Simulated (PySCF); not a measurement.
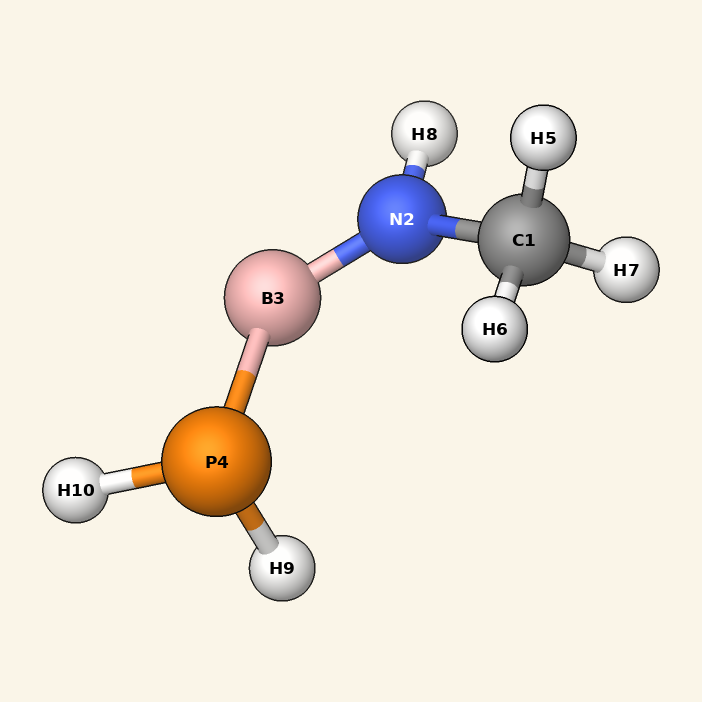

The species is neutral and a spin doublet. The geometry was computed by an optimisation with GFN2-xTB. No frequency run is at hand to confirm it as a minimum. Properties computed with UKS B3LYP, pcH-1 on B C H N P, non-relativistic (PySCF 2.14.0).

Give the isotropic hyperfine couplings (Fermi-contact term alone) of C1, N2, B3, P4, H5, H6, H7, H8, H9, H10.

```json
{"atom": "C1", "isotope": "13C", "a_iso (MHz)": "52.4"}
{"atom": "N2", "isotope": "14N", "a_iso (MHz)": "9.1"}
{"atom": "B3", "isotope": "11B", "a_iso (MHz)": "380.4"}
{"atom": "P4", "isotope": "31P", "a_iso (MHz)": "−24.2"}
{"atom": "H5", "isotope": "1H", "a_iso (MHz)": "−4.3"}
{"atom": "H6", "isotope": "1H", "a_iso (MHz)": "−2.6"}
{"atom": "H7", "isotope": "1H", "a_iso (MHz)": "−2.3"}
{"atom": "H8", "isotope": "1H", "a_iso (MHz)": "49.6"}
{"atom": "H9", "isotope": "1H", "a_iso (MHz)": "−0.6"}
{"atom": "H10", "isotope": "1H", "a_iso (MHz)": "61.2"}
```

The geometry is semi-empirical. Around B, P such bond lengths and angles can be off by a tenth of an ångström or more and by several degrees, and values that hang on the shape move with them.
